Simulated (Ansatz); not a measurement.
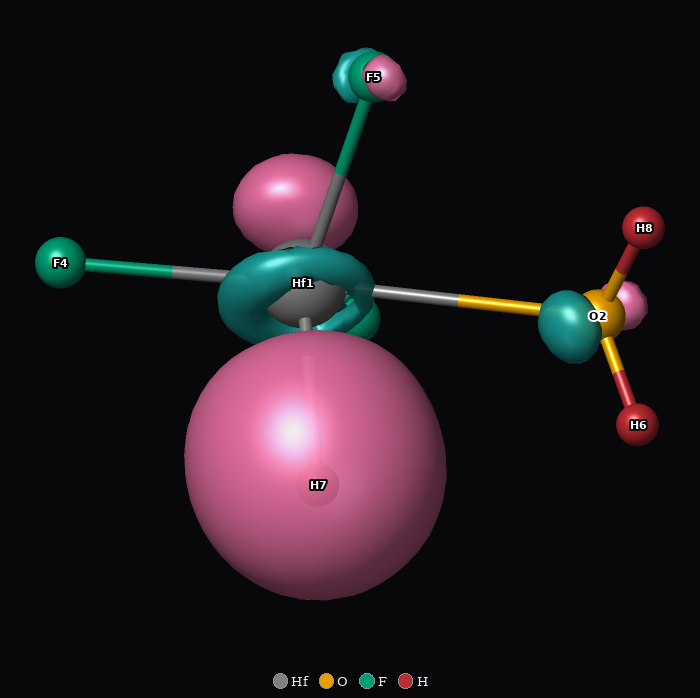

The picture shows: F3H3HfO. The HOMO at ±0.2 Å⁻³ᐟ² (teal and pink are the two phases), seen at a tilt.

The product side of a reaction path; geometry: PBE0-D4/def2-TZVP; a saddle point, not a minimum; core potentials replace the inner electrons of Hf.

These are results of RKS PBE0-D4/def2-TZVPP (Ansatz 0.2.0), not measurements.

```xyz
8

Hf   -0.5965    0.6578    0.1181
O     0.9133   -1.0359   -0.5181
F    -1.4020    0.3617   -1.5822
F    -1.7018    1.9718    0.9322
F     1.1495    1.4646    0.2456
H     0.7766   -1.9139   -0.1497
H    -0.9660   -0.7276    1.3070
H     1.8270   -0.7785   -0.3528
```

Describe this orbital and give its energy.

Answer. By Hirshfeld shares it lies mainly on H7 (about 55 %) and Hf1 (about 40 %). Its energy is −8.40 eV.
